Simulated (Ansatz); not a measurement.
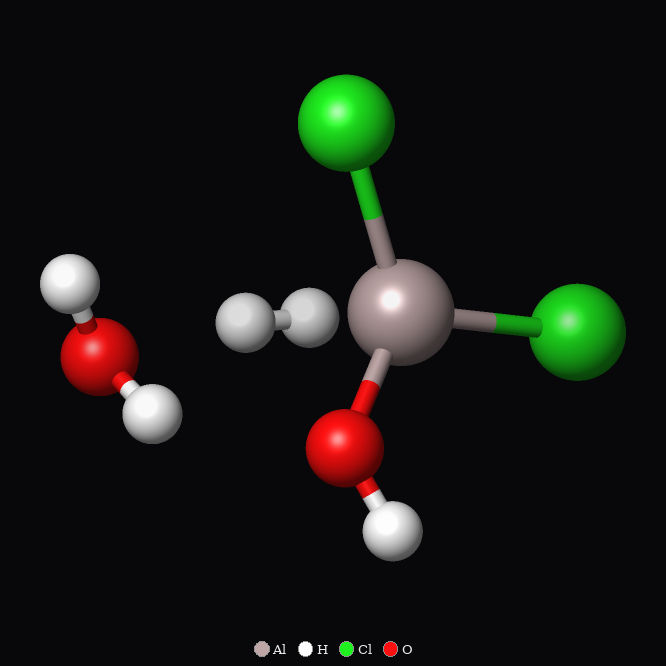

The structure as it stands in the input.

Ansatz 0.2.0 input:

```yaml
crystal:
  periodic: [false, false, false]
  atoms:
    - {symbol: Al, position_ang: [-1.013755, -0.261938, -0.391418]}
    - {symbol: H, position_ang: [-0.165039, 1.516899, -0.881803]}
    - {symbol: Cl, position_ang: [-0.198537, -1.533678, -1.832586]}
    - {symbol: Cl, position_ang: [-2.816978, 0.719006, -0.810675]}
    - {symbol: H, position_ang: [1.324335, -0.266254, 1.044892]}
    - {symbol: O, position_ang: [-0.617617, -0.554065, 1.238690]}
    - {symbol: H, position_ang: [0.470647, 1.176513, -0.606983]}
    - {symbol: O, position_ang: [1.906337, 0.115501, 0.370433]}
    - {symbol: H, position_ang: [-1.202996, -0.279895, 1.944060]}
    - {symbol: H, position_ang: [2.313602, -0.632189, -0.074712]}
basis:
  gaussian: {orbitals: def2-TZVPP}
hamiltonian: {xc: {name: BLYP}, dispersion: d4}
```

Command:

```sh
ansatz run in.yaml --threads 8 --pin off --events-out ev --progress --plain --max-ram 19148MiB
```

What the program printed:

```
Functional definition: BLYP
  name "BLYP"
  cite "Becke, Phys. Rev. A 38, 3098 (1988) doi:10.1103/PhysRevA.38.3098"
  cite "Lee, Yang & Parr, Phys. Rev. B 37, 785 (1988) doi:10.1103/PhysRevB.37.785"
  parameter beta = 0.0042
  parameter a = 0.04918
  parameter b = 0.132
  parameter c = 0.2533
  parameter d = 0.349
  exchange = b88_x(beta = beta)
  correlation = lyp_c(a = a, b = b, c = c, d = d)
1454 factors; their error is unknown
mean field evaluation 1: about -35811.2867 eV, gradient 9.3e1 eV
mean field evaluation 2: about -35733.1982 eV, gradient 2.1e2 eV
mean field evaluation 4: about -35824.3812 eV, gradient 1.9e1 eV
mean field evaluation 8: about -35825.0084 eV, gradient 1.7e-1 eV
mean field evaluation 16: about -35824.9868 eV, gradient 4.2e-4 eV
mean field -35824.98675101 eV, -1316.5439800515 hartree, gradient 3.5e-5 eV, S^2 0.000000; 0 other end points of the search recorded, 0 dependent functions left out
reference -35824.98713280 eV, -1316.5439940821 hartree; 34, 34 occupied and 224, 224 virtual orbitals, 1454 factors
Total energy: -35825.47668582 eV, -1316.5619848235 hartree
```
